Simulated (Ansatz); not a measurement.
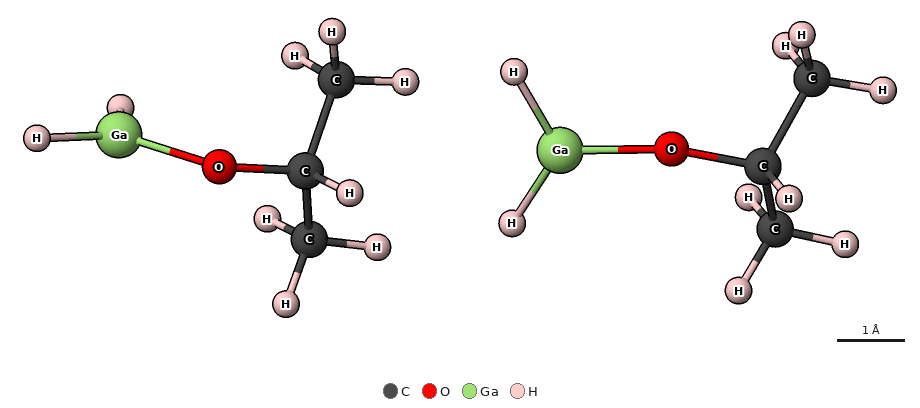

Two geometries of C₃H₉GaO, drawn at one scale. One is the start of a relaxation, the other its converged end. Style: ball-and-stick. Shown at a tilt.

Level of theory: RKS PBE0-D4/def2-TZVP in Ansatz. (force threshold 0.005 eV/Å; at most 150 steps)

Which one is relaxed?

Answer. The left one is the relaxed one. The start comes from GFN2-xTB. An H atom moves most after the best rigid fit: 2.14 Å. By element the largest moves are H 2.14 Å, O 0.55 Å, Ga 0.37 Å, C 0.27 Å. Some distances before and after: Ga–O 1.698 → 1.785 Å, Ga–H 1.537 → 1.557 Å, Ga–H 1.554 → 1.564 Å, C–C 1.526 → 1.518 Å. Bond angles that change, for instance: C–O–Ga 158.1° → 126.6°, O–Ga–H 123.8° → 120.0°, H–Ga–H 125.5° → 128.0°. Groups turn about C–O by about 55°, Ga–O by about 25°. The energy falls by 6.63 kcal/mol in 32 accepted moves (35 points after the start). Largest force component: 1.8 eV/Å at the start, 0.0029 eV/Å at the end. The line search rejected the trial steps at points 5, 19, 34 of the run. The forces were under the threshold at step 10, but the run went on from there.
